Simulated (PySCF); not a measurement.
**Geometry relaxation, with input and output: C₃H₁₄NOPSi₂**

System: C₃H₁₄NOPSi₂.
Method: PBE0-D3(BJ)/def2-SVP geometry optimisation, gas phase (PySCF 2.14.0).

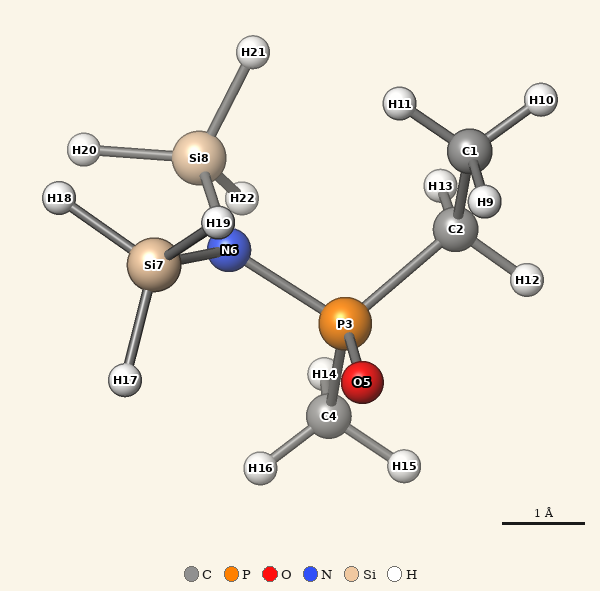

Figure 1. The input geometry (ball-and-stick view, seen at a tilt; atoms are numbered from 1 in the order of the input). Bond lengths as drawn: C–C 1.53 Å, C–H 1.06 to 1.13 Å, C–P 1.83 to 1.85 Å, H–Si 1.42 to 1.49 Å, N–P 1.69 Å, N–Si 1.75 to 1.76 Å and O–P 1.46 Å.

**The input**
```
{"job": {"xc": "PBE0", "basis": "def2-SVP", "d3": "d3bj", "grid": 1, "shake": 0.01, "kind": "geom"}, "charge": 0, "multiplicity": 1}
C     -2.028470    -1.285370     0.493410
C     -1.631940    -0.349750    -0.650410
P     -0.426290     0.864070     0.000150
C      0.049080     1.970680    -1.399520
O     -0.918550     1.607860     1.150420
N      0.988350     0.005790     0.352870
Si     1.562890     0.253800     1.997520
Si     1.652890    -1.140740    -0.785730
H     -2.421940    -0.651670     1.336130
H     -2.834470    -1.951000     0.184920
H     -1.205470    -1.839700     0.855380
H     -2.472940     0.239650    -1.000030
H     -1.238620    -0.899350    -1.492860
H      0.316820     1.435210    -2.276720
H     -0.870580     2.556230    -1.617060
H      0.812080     2.645080    -1.053900
H      1.841460     1.685880     2.178140
H      2.771720    -0.533200     2.062050
H      0.566400    -0.264090     2.948590
H      3.043580    -1.198200    -0.505940
H      0.980910    -2.454700    -0.610310
H      1.398010    -0.692120    -2.153620
```

The first line tells a small driver script what to run in PySCF; the rest is the geometry in Å.

Hardware: 1 CPU thread, shared host.

Launch command:
```bash
OMP_NUM_THREADS=1 python <driver script> task.json out
```

**Log**
```
step   0  E = -1172.00518145  max force = 0.060652
step   1  E = -1172.01807712  max force = 0.008585
step   2  E = -1172.01885311  max force = 0.002204
step   3  E = -1172.01892248  max force = 0.001520
step   4  E = -1172.01898473  max force = 0.000795
step   5  E = -1172.01902142  max force = 0.000764
step   6  E = -1172.01909347  max force = 0.000688
step   7  E = -1172.01919654  max force = 0.001114
step   8  E = -1172.01929175  max force = 0.001078
step   9  E = -1172.01930627  max force = 0.000953
step  10  E = -1172.01933547  max force = 0.000526
step  11  E = -1172.01935735  max force = 0.000393
step  12  E = -1172.01935489  max force = 0.000526
step  13  E = -1172.01936769  max force = 0.000614
step  14  E = -1172.01937834  max force = 0.000288
optimisation converged
```

**Trajectory as extended XYZ (Å, eV, eV/Å), 5 of the 15 frames kept, from step=0 to step=14**
```
22
Properties=species:S:1:pos:R:3:forces:R:3 step=0 energy=-31891.88541
C    -2.0285   -1.2854    0.4934   -1.6397   1.8890   0.0006
C    -1.6319   -0.3498   -0.6504    0.4340   0.0227   1.0912
P    -0.4263    0.8641    0.0001    1.0573  -0.6626  -3.1188
C     0.0491    1.9707   -1.3995   -2.0329  -0.0591   1.2097
O    -0.9185    1.6079    1.1504   -0.8958   1.2669   2.3923
N     0.9883    0.0058    0.3529   -0.3556  -0.0292  -0.2736
Si    1.5629    0.2538    1.9975   -0.7403   0.3765  -0.2755
Si    1.6529   -1.1407   -0.7857   -1.1343  -0.0621   0.4773
H    -2.4219   -0.6517    1.3361    0.3147  -0.5338  -0.4902
H    -2.8345   -1.9510    0.1849   -0.1473  -0.3265  -0.0712
H    -1.2055   -1.8397    0.8554    1.2529  -0.9326   0.5038
H    -2.4729    0.2397   -1.0000   -0.5100   0.2526  -0.1925
H    -1.2386   -0.8993   -1.4929    0.3564  -0.3183  -0.6711
H     0.3168    1.4352   -2.2767    0.5650  -0.6317  -1.0819
H    -0.8706    2.5562   -1.6171    0.3541  -0.0596   0.0038
H     0.8121    2.6451   -1.0539    0.6742   0.4315   0.1941
H     1.8415    1.6859    2.1781    0.1625   0.2940   0.2706
H     2.7717   -0.5332    2.0621    0.8835  -0.5075   0.1619
H     0.5664   -0.2641    2.9486   -0.1004  -0.0614   0.3827
H     3.0436   -1.1982   -0.5059    1.4945  -0.2705   0.1306
H     0.9809   -2.4547   -0.6103    0.0657  -0.2741  -0.0727
H     1.3980   -0.6921   -2.1536   -0.0586   0.1957  -0.5709
22
Properties=species:S:1:pos:R:3:forces:R:3 step=4 energy=-31892.26102
C    -1.6316   -1.7310    1.3870   -0.0225   0.0106  -0.0161
C    -1.2835   -0.7913    0.2412   -0.0143   0.0010   0.0079
P    -0.1003    0.4805    0.7783    0.0409   0.0162  -0.0244
C     0.1897    1.5457   -0.6541   -0.0228   0.0091   0.0216
O    -0.5126    1.2166    2.0189   -0.0017   0.0169   0.0229
N     1.3599   -0.3224    1.1047   -0.0294  -0.0189  -0.0113
Si    1.9145   -0.0101    2.7706   -0.0209   0.0003  -0.0101
Si    2.1237   -1.4910    0.0401    0.0004  -0.0006   0.0204
H    -1.9889   -1.1557    2.2531   -0.0014   0.0010   0.0010
H    -2.4140   -2.4451    1.0922    0.0006   0.0006  -0.0015
H    -0.7513   -2.3064    1.7086    0.0208  -0.0106   0.0096
H    -2.1758   -0.2509   -0.1171   -0.0030   0.0001   0.0058
H    -0.8698   -1.3304   -0.6289    0.0049  -0.0071  -0.0038
H     0.4803    0.9738   -1.5459    0.0100  -0.0125  -0.0122
H    -0.7292    2.1134   -0.8621    0.0051  -0.0104  -0.0078
H     0.9897    2.2524   -0.3935    0.0062   0.0119   0.0076
H     2.2385    1.4229    2.9999    0.0049  -0.0007   0.0004
H     3.1817   -0.8034    2.8550    0.0071  -0.0043   0.0035
H     0.9779   -0.5325    3.8013    0.0026  -0.0021   0.0000
H     3.5897   -1.5179    0.2958    0.0124   0.0002  -0.0105
H     1.5665   -2.8676    0.2253    0.0093  -0.0011   0.0006
H     1.8665   -1.0871   -1.3761   -0.0092   0.0006  -0.0036
22
Properties=species:S:1:pos:R:3:forces:R:3 step=7 energy=-31892.26678
C    -1.6677   -1.6862    1.3846    0.0246   0.0015  -0.0209
C    -1.3129   -0.7381    0.2464    0.0464  -0.0385   0.0350
P    -0.0840    0.4912    0.7849   -0.0573  -0.0407  -0.0077
C     0.2363    1.5575   -0.6381    0.0570  -0.0374  -0.0479
O    -0.4571    1.2280    2.0393    0.0187  -0.0106  -0.0364
N     1.3442   -0.3683    1.0993   -0.0013   0.0548   0.0226
Si    1.9065   -0.0608    2.7632    0.0510  -0.0526   0.0248
Si    2.1195   -1.5260    0.0330   -0.0080   0.0106  -0.0476
H    -2.0211   -1.1172    2.2561    0.0037   0.0049   0.0140
H    -2.4563   -2.3901    1.0821    0.0041  -0.0071   0.0031
H    -0.7896   -2.2719    1.7005   -0.0399   0.0199  -0.0093
H    -2.1987   -0.1771   -0.0949    0.0057   0.0138  -0.0092
H    -0.9141   -1.2789   -0.6304   -0.0313   0.0238   0.0015
H     0.5688    0.9778   -1.5126   -0.0019   0.0361   0.0311
H    -0.6791    2.1097   -0.8929   -0.0165   0.0132   0.0159
H     1.0183    2.2755   -0.3501   -0.0221  -0.0136  -0.0147
H     2.2829    1.3599    2.9885   -0.0077   0.0007   0.0046
H     3.1545   -0.8903    2.8451   -0.0170   0.0027  -0.0140
H     0.9658   -0.5650    3.7985   -0.0052   0.0119   0.0046
H     3.6029   -1.4155    0.1324   -0.0199   0.0005   0.0084
H     1.7094   -2.9339    0.3271    0.0117   0.0042   0.0308
H     1.6927   -1.2177   -1.3676    0.0051   0.0019   0.0114
22
Properties=species:S:1:pos:R:3:forces:R:3 step=10 energy=-31892.27056
C    -1.7408   -1.5908    1.4062    0.0049  -0.0066   0.0158
C    -1.3574   -0.6585    0.2665    0.0063  -0.0050  -0.0128
P    -0.0557    0.5021    0.7780    0.0080   0.0270   0.0265
C     0.3008    1.5434   -0.6562   -0.0004  -0.0103  -0.0100
O    -0.3771    1.2655    2.0307   -0.0151  -0.0121  -0.0212
N     1.3333   -0.4146    1.0906    0.0144   0.0019   0.0187
Si    1.9071   -0.1797    2.7613   -0.0014  -0.0099  -0.0041
Si    2.1384   -1.5444    0.0173    0.0019  -0.0011  -0.0123
H    -2.0544   -1.0092    2.2851    0.0019   0.0018  -0.0031
H    -2.5639   -2.2589    1.1142   -0.0049   0.0054   0.0028
H    -0.8879   -2.2169    1.7102   -0.0011  -0.0021  -0.0052
H    -2.2152   -0.0402   -0.0476   -0.0016   0.0003   0.0038
H    -1.0170   -1.2108   -0.6259   -0.0001  -0.0014   0.0003
H     0.6816    0.9589   -1.5059   -0.0123  -0.0025  -0.0049
H    -0.6143    2.0734   -0.9577    0.0035   0.0099   0.0085
H     1.0533    2.2833   -0.3490    0.0083  -0.0042  -0.0021
H     2.3664    1.2080    3.0326   -0.0025   0.0015  -0.0004
H     3.1051   -1.0834    2.8056   -0.0013   0.0029   0.0011
H     0.9401   -0.6586    3.7845   -0.0047   0.0063  -0.0021
H     3.5856   -1.2122   -0.1288   -0.0006   0.0040  -0.0036
H     2.0149   -2.9512    0.5040   -0.0018  -0.0015   0.0015
H     1.4787   -1.4426   -1.3209   -0.0013  -0.0043   0.0029
22
Properties=species:S:1:pos:R:3:forces:R:3 step=14 energy=-31892.27173
C    -1.7303   -1.5784    1.4369    0.0009   0.0019  -0.0077
C    -1.3606   -0.6600    0.2806    0.0013  -0.0013   0.0092
P    -0.0508    0.5039    0.7659   -0.0010  -0.0086  -0.0148
C     0.3012    1.5206   -0.6868    0.0027   0.0029   0.0012
O    -0.3691    1.2855    2.0074    0.0008   0.0035   0.0069
N     1.3377   -0.4116    1.0864   -0.0138  -0.0054  -0.0007
Si    1.9004   -0.1731    2.7597    0.0037   0.0059   0.0038
Si    2.1417   -1.5438    0.0141   -0.0009   0.0023  -0.0002
H    -2.0067   -0.9841    2.3197    0.0023   0.0001   0.0034
H    -2.5767   -2.2288    1.1728    0.0004  -0.0003   0.0016
H    -0.8829   -2.2216    1.7192   -0.0031   0.0015   0.0006
H    -2.2209   -0.0400   -0.0233    0.0004  -0.0014  -0.0040
H    -1.0378   -1.2228   -0.6115    0.0021   0.0019   0.0012
H     0.6168    0.9146   -1.5481   -0.0038   0.0010   0.0003
H    -0.5989    2.0939   -0.9518   -0.0006   0.0024   0.0011
H     1.1007    2.2247   -0.4154    0.0021  -0.0060  -0.0043
H     2.3665    1.2130    3.0277    0.0019  -0.0005  -0.0009
H     3.0911   -1.0851    2.8204    0.0006   0.0004  -0.0015
H     0.9179   -0.6356    3.7757    0.0025  -0.0023   0.0006
H     3.5775   -1.1845   -0.1762   -0.0013  -0.0007   0.0003
H     2.0582   -2.9432    0.5294    0.0023   0.0016   0.0039
H     1.4466   -1.4808   -1.3082    0.0005   0.0010  -0.0001
```

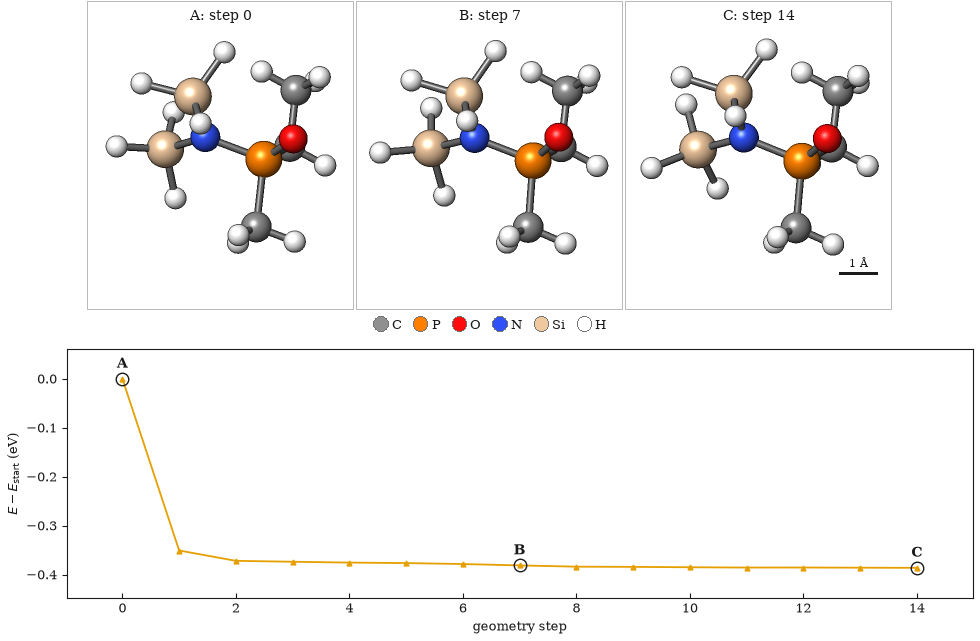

Figure 2. Frames of the relaxation (ball-and-stick view, seen at a tilt) above the curves, on which the letters mark them (steps are counted from 0).

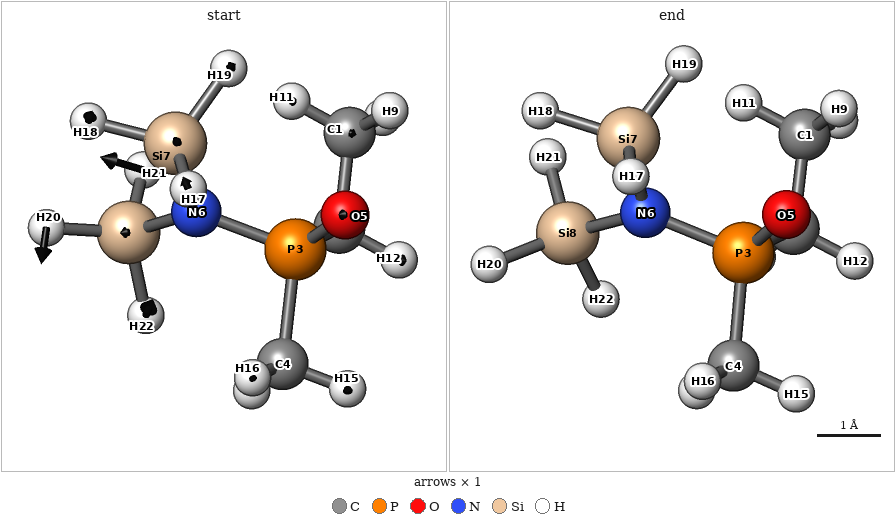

Figure 3. Before (left) and after (right) the relaxation, at one scale (ball-and-stick view, seen at a tilt). The black arrows give the displacements, at true length. After 14 geometry steps the energy has fallen by 0.386 eV. The largest force component goes from 3.1 to 0.015 eV/Å. H21 moves most after the best rigid fit: 0.80 Å. Largest moves by element: H 0.80 Å, Si 0.16 Å, O 0.14 Å, C 0.12 Å, N 0.06 Å, P 0.05 Å. Distances before and after: Si8–H20 1.420 → 1.492 Å, Si7–H18 1.444 → 1.501 Å, P3–O5 1.456 → 1.501 Å, C1–H11 1.056 → 1.101 Å. Among the angles that change: P3–N6–Si8 121.0° → 127.5°, N6–Si8–H20 105.7° → 111.3°, N6–Si7–H17 108.3° → 113.2°. (Atoms are counted from 1 in the order of the input.)

**Key numbers**

```tsv
quantity	value
outcome	converged
total energy	−1172.019378 hartree
dipole moment	3.54 D
point group	C1
wall time	5.7 min
peak memory	0.91 GiB
```
